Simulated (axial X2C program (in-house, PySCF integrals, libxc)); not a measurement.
# MnF⁺: from the state search to constants

Aim: find the lowest determinant of MnF⁺, scan the bond at several levels and fit the constants, once spin-free and once with spin–orbit coupling.

Method: all-electron X2C, Mn dyall-cv3z, F dyall-av3z; program: an in-house X2C program for linear molecules on PySCF integrals.

All values are calculated.

**1. Input**

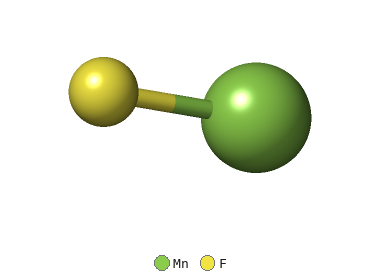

The two atoms at 1.830 Å (manganese green, fluorine yellow).

Contents of task.json:

```json
{
 "zs": [
  25,
  9
 ],
 "q": 1,
 "bas": [
  "dyall-cv3z",
  "dyall-av3z"
 ],
 "levels": [
  "PBE0",
  "HF",
  "PBEsol"
 ],
 "cc": true,
 "r0": 1.83,
 "thr": -2.0,
 "nmax": 90,
 "npts": 10,
 "nst": 2,
 "ntry": 6
}
```

Keys: zs atomic numbers; q charge; bas basis sets; levels methods (HF also brings MP2); cc coupled cluster on or off; r0 starting distance in Å; thr threshold in hartree for freezing inner shells (an s shell follows its p shell); nmax most natural virtual spinors; npts points asked for on the curve; nst determinants followed; ntry starts of the search.

Command:

```console
> python so2c.py task.json out
```

Spin-free means the one-electron spin-free X2C Hamiltonian; two-component (2c) means X2C with spin–orbit coupling and atomic mean-field two-electron Coulomb and Gaunt terms. Basis: Mn dyall-cv3z contracted to [9s10p6d3f2g], F dyall-av3z contracted to [7s6p3d2f]; Gaussian nuclei, density fitting. Masses: Mn 54.938 u, F 18.998 u.

Notation: σ, π±, δ± give the projection m of an orbital's angular momentum (0, ±1, ±2), α and β its spin, Λ and M_S the sums; ω is the projection of a spinor's total angular momentum and Ω the sum. Logs are in hartree.

The results follow Hamiltonian by Hamiltonian and level by level.

**2. State search with PBE0**

PBE0 moves the distance from 1.830 Å to 1.732 Å and compares determinants there.

Spin-free determinants:

```json
{"ΔE (eV)": "0.00", "state": "M_S = 5/2, Λ = 0", "open shells": "beyond closed shells: σα, π+α, π-α, δ+α, δ-α"}
{"ΔE (eV)": "2.04", "state": "M_S = 3/2, Λ = 0", "open shells": "beyond closed shells: σβ, π+α, π-α, δ+α, δ-α"}
{"ΔE (eV)": "2.77", "state": "M_S = 3/2, Λ = 1", "open shells": "beyond closed shells: π+α, π+β, π-α, δ+α, δ-α"}
{"ΔE (eV)": "2.80", "state": "M_S = 3/2, Λ = 2", "open shells": "beyond closed shells: π+α, π-α, δ+α, δ+β, δ-α"}
{"ΔE (eV)": "3.27", "state": "M_S = 3/2, Λ = 3", "open shells": "beyond closed shells: σα, π+α, δ+α, δ+β, δ-α"}
{"ΔE (eV)": "3.27", "state": "M_S = 3/2, Λ = 1", "open shells": "beyond closed shells: σα, π-α, δ+α, δ+β, δ-α"}
{"ΔE (eV)": "3.52", "state": "M_S = 3/2, Λ = 1", "open shells": "beyond closed shells: π+α, δ+α, δ-α"}
```

Two-component determinants:

```csv
ΔE (eV),state,open shells
0.00,Ω = 5/2,excess of +ω over −ω: ω = 5/2
2.04,Ω = 3/2,"excess of +ω over −ω: 2 × ω = -1/2, ω = 5/2"
2.77,Ω = 7/2,"excess of +ω over −ω: ω = -1/2, ω = 3/2, ω = 5/2"
2.78,Ω = 1/2,"excess of +ω over −ω: ω = -1/2, ω = -3/2, ω = 5/2"
2.84,Ω = 1/2,excess of +ω over −ω: ω = 1/2
2.87,Ω = 3/2,"excess of +ω over −ω: ω = 1/2, ω = -3/2, ω = 5/2"
2.91,Ω = 1/2,"excess of +ω over −ω: 2 × ω = 3/2, ω = -5/2"
```

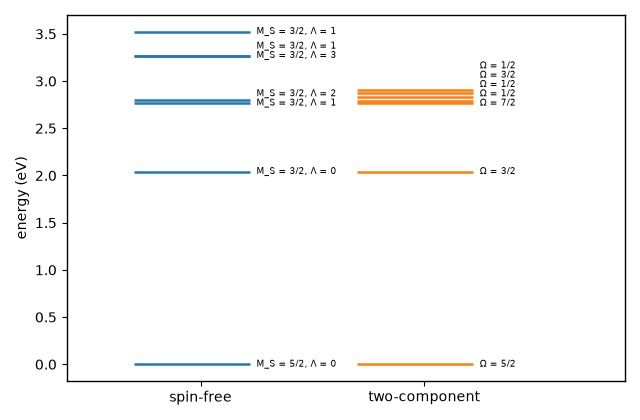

The determinants found, each set from its own lowest.

**3. PBE0, spin-free**

State followed: M_S = 5/2, Λ = 0 (beyond closed shells: σα, π+α, π-α, δ+α, δ-α). The scan is laid around 1.732 Å, a first estimate of the minimum, and this SCF restarts from the orbitals of the search.

The SCF at the reference distance of 1.732 Å:

```text
spin-free X2C-1e  PBE0
basis functions 162  fitting functions 872  grid points 5077
iter        total energy     max residual
   1      -1258.009169729     6.15e-05
   2      -1258.009169770     3.56e-05
   3      -1258.009169779     2.56e-05
   4      -1258.009169784     1.38e-05
converged
one-electron -1863.49754613  Coulomb 599.41799157  exact exchange -15.34427941  xc functional -47.32948851  nuclear repulsion 68.74415269
```

Along the bond, energies from the lowest point:

| R (Å) | E (eV) | μ (D) | HOMO (eV) | LUMO (eV) | iterations |
| --- | --- | --- | --- | --- | --- |
| 1.507 | 1.0724 | -4.75 | -15.04 | -9.48 | 27 |
| 1.576 | 0.4443 | -5.24 | -15.34 | -9.74 | 20 |
| 1.628 | 0.1748 | -5.58 | -15.54 | -9.91 | 17 |
| 1.680 | 0.0367 | -5.89 | -15.71 | -10.07 | 14 |
| 1.732 | 0.0000 | -6.19 | -15.85 | -10.21 | 4 |
| 1.793 | 0.0547 | -6.52 | -15.95 | -10.36 | 14 |
| 1.853 | 0.1868 | -6.84 | -15.95 | -10.50 | 12 |
| 1.931 | 0.4352 | -7.21 | -15.70 | -10.67 | 13 |
| 2.026 | 0.8119 | -7.63 | -15.36 | -10.85 | 12 |
| 2.165 | 1.4219 | -8.11 | -14.95 | -11.08 | 14 |

Dipoles are positive if F is the positive end and refer to the centre of mass.

Outer orbitals at the reference distance:

```csv
symmetry,occupied,ε (eV),atomic character
σα,yes,-19.60,"52% Mn d, 44% F p, 3% F s"
π-α,yes,-19.11,"72% Mn d, 27% F p"
π+α,yes,-19.11,"72% Mn d, 27% F p"
δ+α,yes,-18.47,100% Mn d
δ-α,yes,-18.47,100% Mn d
σβ,yes,-18.01,"84% F p, 10% Mn d, 2% F s"
π-β,yes,-16.93,"89% F p, 9% Mn d"
π+β,yes,-16.93,"89% F p, 9% Mn d"
π-α,yes,-16.22,"68% F p, 28% Mn d, 3% Mn p"
π+α,yes,-16.22,"68% F p, 28% Mn d, 3% Mn p"
σα,yes,-15.85,"44% F p, 40% Mn d, 14% Mn s"
σα,no,-10.21,"56% Mn s, 25% Mn p, 11% F p"
σβ,no,-9.13,"56% Mn s, 26% Mn d, 8% F p"
δ-β,no,-8.84,100% Mn d
δ+β,no,-8.84,100% Mn d
```

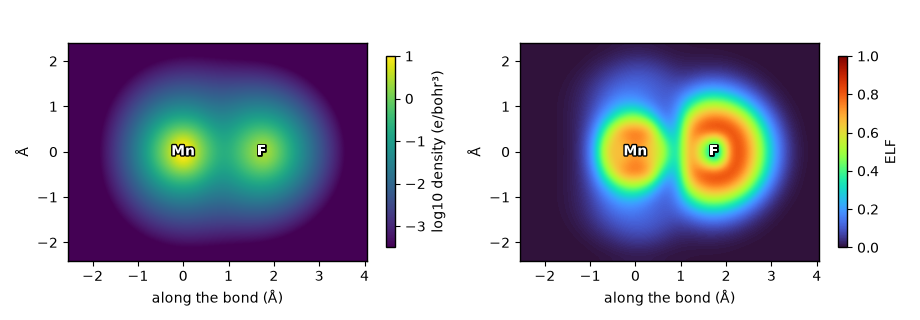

PBE0 fields in a plane through the axis, from a grid of 0.3 Å; Mn lies at z = 0 and F at z = 1.732 Å; the ELF is damped to zero where the density is low.

Re = 1.728 Å, ωe = 753 cm⁻¹, ωexe = 3.21 cm⁻¹, Be = 0.3999 cm⁻¹, De = 3.85 eV, μ = -6.17 D.

**4. HF, spin-free**

The SCF at the reference distance of 1.732 Å:

```text
spin-free X2C-1e  HF
basis functions 162  fitting functions 872  grid points 5077
iter        total energy     max residual
   1      -1256.712519494     2.05e-01
   2      -1256.747424583     1.38e-02
   3      -1256.750905276     3.10e-02
   4      -1256.752248469     3.76e-03
   5      -1256.752382930     1.72e-03
   6      -1256.752428960     9.66e-04
   7      -1256.752432437     2.48e-04
   8      -1256.752432931     7.48e-05
   9      -1256.752432994     4.13e-05
  10      -1256.752433007     1.34e-05
  11      -1256.752433012     8.55e-06
  12      -1256.752433012     4.15e-06
  13      -1256.752433013     7.29e-07
converged
one-electron -1863.84476240  Coulomb 599.92599221  exact exchange -61.57781551  xc functional 0.00000000  nuclear repulsion 68.74415269
```

Re = 1.775 Å, ωe = 744 cm⁻¹, ωexe = 2.91 cm⁻¹, Be = 0.3791 cm⁻¹, De = 1.75 eV, μ = -7.82 D.

**5. PBEsol, spin-free**

The SCF at the reference distance of 1.732 Å:

```text
spin-free X2C-1e  PBEsol
basis functions 162  fitting functions 872  grid points 5077
iter        total energy     max residual
   1      -1256.560323121     6.53e-02
   2      -1256.565343561     4.06e-02
   3      -1256.566137991     2.82e-02
   4      -1256.568345413     8.54e-03
   5      -1256.568463649     1.12e-02
   6      -1256.568949291     4.27e-04
   7      -1256.568951126     2.26e-04
   8      -1256.568951387     5.13e-05
   9      -1256.568951397     1.23e-05
converged
one-electron -1863.06868348  Coulomb 598.89187408  exact exchange 0.00000000  xc functional -61.13629468  nuclear repulsion 68.74415269
```

Re = 1.708 Å, ωe = 758 cm⁻¹, ωexe = 3.48 cm⁻¹, Be = 0.4091 cm⁻¹, De = 4.79 eV, μ = -5.23 D.

**6. Correlated methods, spin-free**

Correlated methods: 13 electrons correlated (frozen shells, counted by type: Mn 3 s, 2 p; F 1 s), 261 virtual spinors in MP2, 90 natural virtuals in coupled cluster.

Output of the correlated part at 1.732 Å:

```text
correlated 13  virtual 261  natural virtual 90  E(MP2) -0.386304449  MP2 remainder -0.016431130
iter   CCSD correlation   residual
   1     -0.362667280   1.11e-01
   2     -0.370255593   5.26e-02
   3     -0.373150375   1.77e-02
   4     -0.373297268   7.02e-03
   5     -0.373303182   2.74e-03
   6     -0.373343837   9.87e-04
   7     -0.373341261   3.37e-04
   8     -0.373342966   9.76e-05
   9     -0.373341910   3.53e-05
  10     -0.373341676   1.30e-05
  11     -0.373341537   4.79e-06
  12     -0.373341528   2.04e-06
(T) -0.011164704  T1 0.0265  D1 0.0445  max T2 0.029
```

T1 in the output is the amplitude norm over the root of the electron number; divide by √2 for the Lee–Taylor value.

MP2: Re = 1.765 Å, ωe = 723 cm⁻¹, Be = 0.3834 cm⁻¹, De = 4.10 eV.

CCSD: Re = 1.758 Å, ωe = 739 cm⁻¹, ωexe = 3.06 cm⁻¹, Be = 0.3864 cm⁻¹, De = 3.72 eV. T1 at Re = 0.019 (Lee–Taylor, the printed value over √2).

CCSD(T): Re = 1.759 Å, ωe = 731 cm⁻¹, ωexe = 2.96 cm⁻¹, Be = 0.3858 cm⁻¹, De = 3.87 eV. T1 at Re = 0.019 (Lee–Taylor, the printed value over √2).

**7. A higher determinant, spin-free**

State: M_S = 3/2, Λ = 0 (beyond closed shells: σβ, π+α, π-α, δ+α, δ-α).

Output at the reference distance:

```text
spin-free X2C-1e  PBE0
basis functions 162  fitting functions 872  grid points 5077
iter        total energy     max residual
   1      -1257.934162743     8.49e-05
   2      -1257.934162812     5.65e-05
   3      -1257.934162864     4.32e-05
   4      -1257.934162877     3.56e-05
   5      -1257.934162885     6.13e-06
converged
one-electron -1863.37803435  Coulomb 599.27901335  exact exchange -15.31178106  xc functional -47.26751351  nuclear repulsion 68.74415269
```

| R (Å) | E above the lowest PBE0 point (eV) |
| --- | --- |
| 1.507 | 2.902 |
| 1.576 | 2.359 |
| 1.628 | 2.142 |
| 1.680 | 2.045 |
| 1.732 | 2.041 |
| 1.793 | 2.125 |
| 1.853 | 2.278 |
| 1.931 | 2.544 |
| 2.026 | 2.929 |

Re = 1.708 Å, ωe = 756 cm⁻¹, ωexe = 3.24 cm⁻¹, Be = 0.4094 cm⁻¹, μ = -5.79 D. ⟨S²⟩ = 4.75 against 3.75 for a pure state, so this determinant mixes spins. Te = 2.03 eV.

**8. The spin-free curves together**

Energy (eV) of the followed determinant, spin-free, from each level's lowest point:

| R (Å) | PBE0 | HF | MP2 | CCSD | CCSD(T) | PBEsol |
| --- | --- | --- | --- | --- | --- | --- |
| 1.507 | 1.072 | 1.647 | 1.404 | n/a | n/a | 0.881 |
| 1.576 | 0.444 | 0.796 | 0.658 | 0.631 | 0.630 | 0.326 |
| 1.628 | 0.175 | 0.393 | 0.310 | 0.288 | 0.289 | 0.104 |
| 1.680 | 0.037 | 0.147 | 0.103 | 0.088 | 0.089 | 0.005 |
| 1.732 | 0.000 | 0.024 | 0.005 | 0.000 | 0.000 | 0.000 |
| 1.793 | 0.055 | 0.000 | 0.000 | 0.006 | 0.004 | 0.083 |
| 1.853 | 0.187 | 0.073 | 0.082 | 0.100 | 0.094 | 0.235 |
| 1.931 | 0.435 | 0.270 | 0.278 | 0.313 | 0.301 | 0.499 |
| 2.026 | 0.812 | 0.611 | 0.609 | n/a | n/a | 0.882 |
| 2.165 | 1.422 | 1.214 | 1.184 | n/a | n/a | 1.486 |

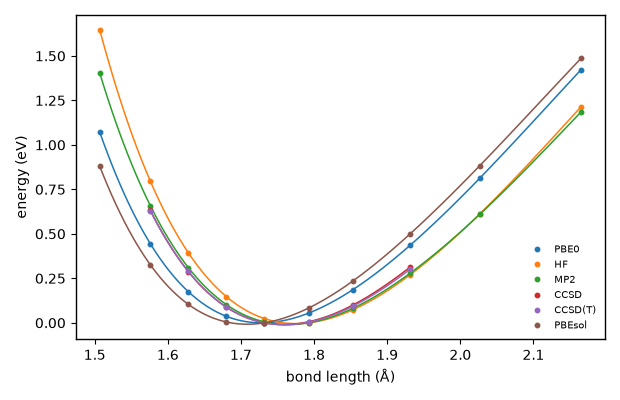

Curves of the followed state, spin-free, each from its own lowest point.

**9. PBE0, 2c**

State followed: Ω = 5/2 (excess of +ω over −ω: ω = 5/2). The scan is laid around 1.732 Å, a first estimate of the minimum, and this SCF restarts from the orbitals of the search.

Output at 1.732 Å:

```text
two-component X2C + atomic mean field  PBE0
basis functions 162  fitting functions 872  grid points 5077
iter        total energy     max residual
   1      -1257.710589080     2.17e-05
   2      -1257.710589084     1.27e-05
converged
one-electron -1862.75770422  Coulomb 599.27053209  exact exchange -15.34064997  xc functional -47.31830673  nuclear repulsion 68.74415269  atomic mean-field constant -0.30861294
```

Along the bond, energies from the lowest point:

| R (Å) | E (eV) | μ (D) | HOMO (eV) | LUMO (eV) | iterations |
| --- | --- | --- | --- | --- | --- |
| 1.507 | 1.0756 | -4.75 | -15.03 | -9.47 | 34 |
| 1.576 | 0.4463 | -5.24 | -15.34 | -9.73 | 25 |
| 1.628 | 0.1761 | -5.57 | -15.54 | -9.91 | 18 |
| 1.680 | 0.0373 | -5.89 | -15.71 | -10.06 | 14 |
| 1.732 | 0.0000 | -6.19 | -15.85 | -10.20 | 2 |
| 1.793 | 0.0542 | -6.52 | -15.95 | -10.36 | 14 |
| 1.853 | 0.1858 | -6.84 | -15.93 | -10.50 | 12 |
| 1.931 | 0.4338 | -7.21 | -15.68 | -10.67 | 13 |
| 2.026 | 0.8100 | -7.63 | -15.34 | -10.85 | 12 |
| 2.165 | 1.4198 | -8.11 | -14.93 | -11.08 | 14 |

Dipoles are positive if F is the positive end and refer to the centre of mass.

Outer spinors at the reference distance:

```
   ω  occupied  ε (eV)             atomic character  λ mixture
 1/2       yes  -19.60    52% Mn d, 44% F p, 3% F s     100% σ
-1/2       yes  -19.13            72% Mn d, 27% F p     100% π
 3/2       yes  -19.09            72% Mn d, 27% F p     100% π
-3/2       yes  -18.52                    100% Mn d     100% δ
 5/2       yes  -18.43                    100% Mn d     100% δ
-1/2       yes  -18.01    84% F p, 10% Mn d, 2% F s     100% σ
 1/2       yes  -16.95             88% F p, 9% Mn d     100% π
-3/2       yes  -16.91             88% F p, 9% Mn d     100% π
-1/2       yes  -16.24   68% F p, 28% Mn d, 3% Mn p     100% π
 3/2       yes  -16.20   68% F p, 28% Mn d, 3% Mn p     100% π
 1/2       yes  -15.85  44% F p, 40% Mn d, 14% Mn s     100% σ
 1/2        no  -10.20  56% Mn s, 25% Mn p, 11% F p     100% σ
-1/2        no   -9.13   56% Mn s, 26% Mn d, 8% F p     100% σ
 3/2        no   -8.87                    100% Mn d     100% δ
-5/2        no   -8.81                    100% Mn d     100% δ
```

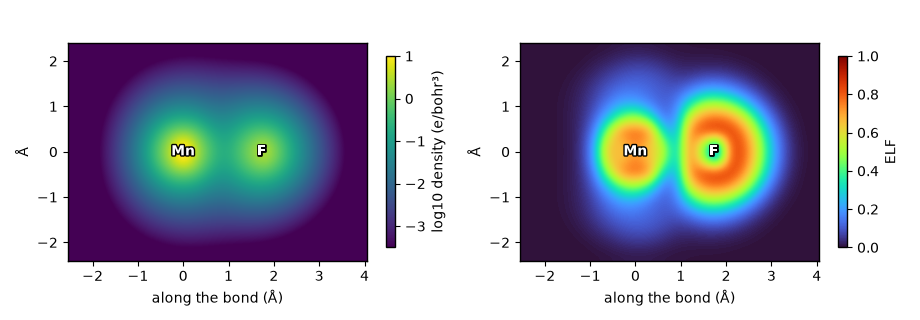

PBE0 fields in a plane through the axis, from a grid of 0.3 Å; Mn lies at z = 0 and F at z = 1.732 Å; the ELF is damped to zero where the density is low.

Re = 1.728 Å, ωe = 752 cm⁻¹, ωexe = 3.2 cm⁻¹, Be = 0.3997 cm⁻¹, De = 3.85 eV, μ = -6.17 D.

**10. HF, 2c**

The SCF at the reference distance of 1.732 Å:

```text
two-component X2C + atomic mean field  HF
basis functions 162  fitting functions 872  grid points 5077
iter        total energy     max residual
   1      -1256.414232274     2.05e-01
   2      -1256.449150946     1.39e-02
   3      -1256.452636313     3.11e-02
   4      -1256.453982158     3.74e-03
   5      -1256.454116480     1.72e-03
   6      -1256.454162366     9.64e-04
   7      -1256.454165848     2.48e-04
   8      -1256.454166352     7.49e-05
   9      -1256.454166419     4.17e-05
  10      -1256.454166437     1.27e-05
  11      -1256.454166444     1.17e-05
  12      -1256.454166447     6.52e-06
  13      -1256.454166447     3.02e-06
  14      -1256.454166447     1.83e-06
converged
one-electron -1863.10266096  Coulomb 599.77624956  exact exchange -61.56329479  xc functional 0.00000000  nuclear repulsion 68.74415269  atomic mean-field constant -0.30861294
```

Re = 1.775 Å, ωe = 744 cm⁻¹, ωexe = 2.91 cm⁻¹, Be = 0.3789 cm⁻¹, De = 1.74 eV, μ = -7.82 D.

**11. PBEsol, 2c**

Output at 1.732 Å:

```text
two-component X2C + atomic mean field  PBEsol
basis functions 162  fitting functions 872  grid points 5077
iter        total energy     max residual
   1      -1256.261836965     6.53e-02
   2      -1256.266857333     4.05e-02
   3      -1256.267651785     2.82e-02
   4      -1256.269861172     8.54e-03
   5      -1256.269980570     1.12e-02
   6      -1256.270465880     4.28e-04
   7      -1256.270467718     2.25e-04
   8      -1256.270467979     5.10e-05
   9      -1256.270467988     1.23e-05
converged
one-electron -1862.32898625  Coulomb 598.74452098  exact exchange 0.00000000  xc functional -61.12154247  nuclear repulsion 68.74415269  atomic mean-field constant -0.30861294
```

Re = 1.709 Å, ωe = 758 cm⁻¹, ωexe = 3.48 cm⁻¹, Be = 0.409 cm⁻¹, De = 4.79 eV, μ = -5.23 D.

**12. Correlated methods, 2c**

Correlated methods: 13 electrons correlated (frozen shells, counted by type: Mn 3 s, 2 p; F 1 s), 261 virtual spinors in MP2, 90 natural virtuals in coupled cluster.

Output of the correlated part at 1.732 Å:

```text
correlated 13  virtual 261  natural virtual 90  E(MP2) -0.386251884  MP2 remainder -0.016433698
iter   CCSD correlation   residual
   1     -0.362620769   1.11e-01
   2     -0.370208489   5.26e-02
   3     -0.373104605   1.78e-02
   4     -0.373252061   7.03e-03
   5     -0.373258056   2.75e-03
   6     -0.373298823   9.89e-04
   7     -0.373296260   3.39e-04
   8     -0.373297978   9.88e-05
   9     -0.373296911   3.67e-05
  10     -0.373296681   1.46e-05
  11     -0.373296531   6.63e-06
  12     -0.373296524   3.63e-06
(T) -0.011164884  T1 0.0266  D1 0.0447  max T2 0.029
```

MP2: Re = 1.765 Å, ωe = 723 cm⁻¹, Be = 0.3832 cm⁻¹, De = 4.09 eV.

CCSD: Re = 1.758 Å, ωe = 739 cm⁻¹, ωexe = 2.97 cm⁻¹, Be = 0.3862 cm⁻¹, De = 3.70 eV. T1 at Re = 0.019 (Lee–Taylor, the printed value over √2).

CCSD(T): Re = 1.760 Å, ωe = 730 cm⁻¹, ωexe = 2.79 cm⁻¹, Be = 0.3856 cm⁻¹, De = 3.85 eV. T1 at Re = 0.019 (Lee–Taylor, the printed value over √2).

**13. A higher determinant, 2c**

State: Ω = 3/2 (excess of +ω over −ω: 2 × ω = -1/2, ω = 5/2).

Output at the reference distance:

```text
two-component X2C + atomic mean field  PBE0
basis functions 162  fitting functions 872  grid points 5077
iter        total energy     max residual
   1      -1257.635584008     6.15e-05
   2      -1257.635584035     3.12e-05
   3      -1257.635584048     8.94e-05
   4      -1257.635584055     2.35e-05
   5      -1257.635584058     2.57e-05
   6      -1257.635584060     2.19e-06
converged
one-electron -1862.63767205  Coulomb 599.13099966  exact exchange -15.30813567  xc functional -47.25631575  nuclear repulsion 68.74415269  atomic mean-field constant -0.30861294
```

| R (Å) | E above the lowest PBE0 point (eV) |
| --- | --- |
| 1.507 | 2.904 |
| 1.576 | 2.361 |
| 1.628 | 2.143 |
| 1.680 | 2.045 |
| 1.732 | 2.041 |
| 1.793 | 2.124 |
| 1.853 | 2.277 |
| 1.931 | 2.543 |
| 2.026 | 2.927 |

Re = 1.708 Å, ωe = 756 cm⁻¹, ωexe = 3.24 cm⁻¹, Be = 0.4092 cm⁻¹, μ = -5.78 D. Te = 2.03 eV.

**14. The 2c curves together**

Energy (eV) of the followed determinant, 2c, from each level's lowest point:

| R (Å) | PBE0 | HF | MP2 | CCSD | CCSD(T) | PBEsol |
| --- | --- | --- | --- | --- | --- | --- |
| 1.507 | 1.076 | 1.652 | 1.409 | n/a | n/a | 0.884 |
| 1.576 | 0.446 | 0.799 | 0.661 | 0.635 | 0.635 | 0.328 |
| 1.628 | 0.176 | 0.396 | 0.312 | 0.290 | 0.290 | 0.105 |
| 1.680 | 0.037 | 0.149 | 0.104 | 0.089 | 0.090 | 0.005 |
| 1.732 | 0.000 | 0.025 | 0.006 | 0.000 | 0.000 | 0.000 |
| 1.793 | 0.054 | 0.000 | 0.000 | 0.005 | 0.003 | 0.083 |
| 1.853 | 0.186 | 0.073 | 0.081 | 0.099 | 0.093 | 0.234 |
| 1.931 | 0.434 | 0.268 | 0.277 | 0.311 | 0.299 | 0.498 |
| 2.026 | 0.810 | 0.610 | 0.607 | n/a | n/a | 0.880 |
| 2.165 | 1.420 | 1.211 | 1.182 | n/a | n/a | 1.484 |

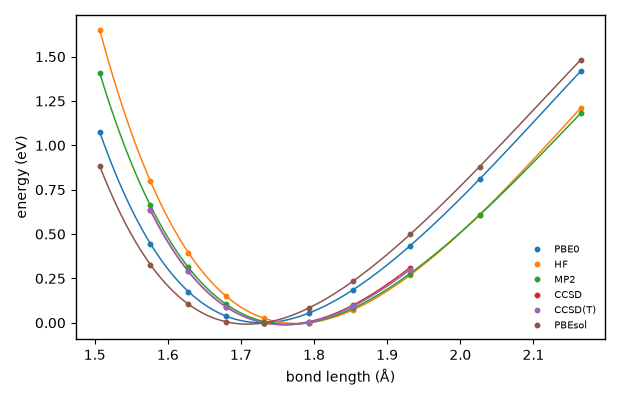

Curves of the followed state, 2c, each from its own lowest point.

The whole job took 2.5 min on 1 thread of Arm Neoverse V1, shared host; peak memory 0.8 GiB.

**15. Results**

Lowest determinant that the search found at its distance, spin-free: M_S = 5/2, Λ = 0 (beyond closed shells: σα, π+α, π-α, δ+α, δ-α).

Lowest determinant that the search found at its distance, 2c: Ω = 5/2 (excess of +ω over −ω: ω = 5/2).

```tsv
Hamiltonian	level	Re (Å)	ωe (cm⁻¹)	De (eV)	μ (D)
spin-free	PBE0	1.728	753	3.85	-6.17
spin-free	HF	1.775	744	1.75	-7.82
spin-free	MP2	1.765	723	4.10	n/a
spin-free	CCSD	1.758	739	3.72	n/a
spin-free	CCSD(T)	1.759	731	3.87	n/a
spin-free	PBEsol	1.708	758	4.79	-5.23
2c	PBE0	1.728	752	3.85	-6.17
2c	HF	1.775	744	1.74	-7.82
2c	MP2	1.765	723	4.09	n/a
2c	CCSD	1.758	739	3.70	n/a
2c	CCSD(T)	1.760	730	3.85	n/a
2c	PBEsol	1.709	758	4.79	-5.23
```

Dipoles are positive if F is the positive end and refer to the centre of mass.

Time per point (s) on 1 thread of Arm Neoverse V1, shared host (2c runs; CCSD comes with the CCSD(T) run); the times are rough: PBE0 0.6, HF 0.34, MP2 0.62, CCSD(T) 5.3, PBEsol 0.39.

**Reading.** At CCSD(T), going from spin-free to two-component changes Re by 0 mÅ, ωe by -0.1 %, which is small (part of it comes from the scalar share of the two-electron terms). De moves by -0.02 eV; both De rest on single-determinant atoms, which can miss part of an open shell's spin–orbit lowering.

De refers to Mn+ + F, each in the lowest determinant found, which need not be this curve's own limit. The state is a single determinant with fixed occupations, the lowest that a limited PBE0 search found. De is counted from the lowest determinant-based energies of the atoms at the same level, without counterpoise correction. Density functionals use the spin component along the axis (collinear). CCSD and (T) use frozen natural virtuals with an MP2 correction for the truncation. With several unpaired electrons one determinant need not be a pure state.
